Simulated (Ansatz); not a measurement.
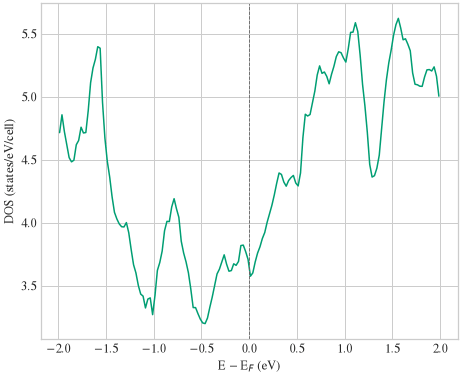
Figure. Density of states of Mg5Si6 (C2/m) near the Fermi level, PBEsol, rigid bands in Ansatz (a first-principles code).

Question: With 11 atoms a cell, what bare Sommerfeld coefficient γ = (π²/3) k_B² N(E_F) follows?

Answer: N(E_F) ≈ 3.7 states/eV a cell at 300 K, so γ ≈ 0.79 mJ/(mol of atoms·K²), before many-body enhancement (phonons, spin fluctuations, correlation).

Question: How far does the Fermi level move in a rigid band for 0.1 electron a cell added or removed?

Answer: 27 meV and -27 meV.

A metal at this level (no band gap); rigid bands, thermally averaged at 300 K, both spins. Spin-orbit coupling is left out. Geometry: cell and atoms relaxed with PBEsol.

Computed structure with no diffraction record at hand here (it may be known, metastable or hypothetical): Mg5Si6 (C2/m).
